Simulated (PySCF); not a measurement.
**C3H6NSi (SMILES [CH]1N=CC[SiH2]1) (doublet): density, localisation and related maps**

```xyz
11

C     0.4303   -0.0665    1.4508
N    -0.8585    0.2344    1.3740
C    -1.3422    0.3434    0.1734
C    -0.5060   -0.0684   -0.9915
Si    1.2619   -0.1095   -0.2332
H     0.8097   -0.3186    2.4280
H    -2.3368    0.7437    0.0506
H    -0.6810    0.5892   -1.8415
H    -0.7913   -1.0741   -1.3099
H     1.9784   -1.3492   -0.5314
H     2.0410    1.0781   -0.5952
```

Geometry: GFN2-xTB.

These are results of UKS B3LYP, pcH-1 on C H N Si, non-relativistic, mean-field spin-orbit, GIAO in PySCF, not measurements.

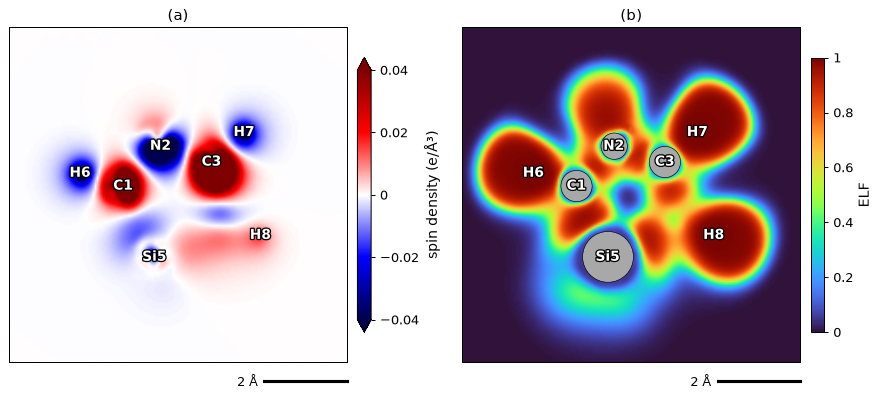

Figure 1. (a) spin density; (b) ELF on the plane of atoms N2, C1 and H6. Grey discs cover the atomic cores in the ELF map.

Q: Read the bonding off the picture.

A: The section cuts through C, N, Si and H sites.
C–N (1.30 Å): the ELF peaks at about 0.90 between the atoms (localised, covalent bonding).
C–Si (1.88 Å): the ELF peaks at about 0.95 between the atoms; localised, covalent bonding.
C–H (1.08 Å): the ELF climbs to about 1 towards the hydrogen, as it does in any bond to H (a covalent bond by its length).
The ELF also peaks beside N2, away from the bonds: non-bonding electrons, paired or unpaired.
The unpaired spin (1 electron) lies mostly on C1 (about 0.4) and C3 (about 0.4), in electrons by Hirshfeld's partition.

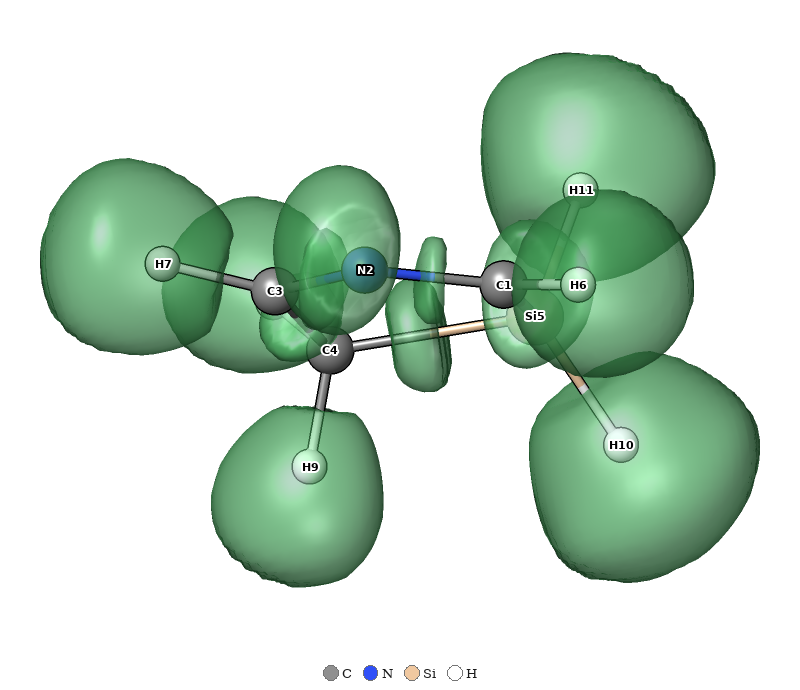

Figure 2. Isosurface of the electron localisation function at 0.85 (green), seen from one side. Only the valence region is drawn (cores and ρ < 0.01 e/Å³ removed).

Q: Where are the electrons localised?

A: The ELF exceeds this value in one region between bonded C–C atoms (shared pairs), two regions between bonded C–N atoms (shared pairs), two regions between bonded C–Si atoms (shared pairs), six regions around hydrogen nuclei and one lobe on N, pointing away from the bonds (non-bonding electrons). Along the contacts the grid gives the following. C–C (1.49 Å): the ELF peaks at about 0.95 between the atoms (a covalent bond).

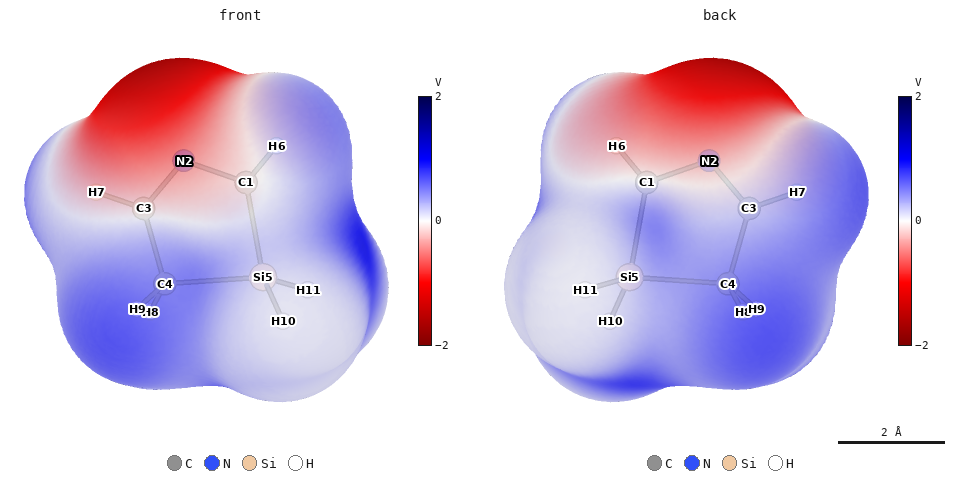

Figure 3. The electrostatic potential painted on the density surface at 0.001 e/bohr³, seen from the front and from behind; the colour scale runs from red (negative) to blue (positive).

Q: Describe the electrostatic potential map.

A: The most negative region (about −1.6 V) lies over N2, the most positive (about +1.0 V) over Si5. N2 is the likeliest acceptor of a hydrogen bond.
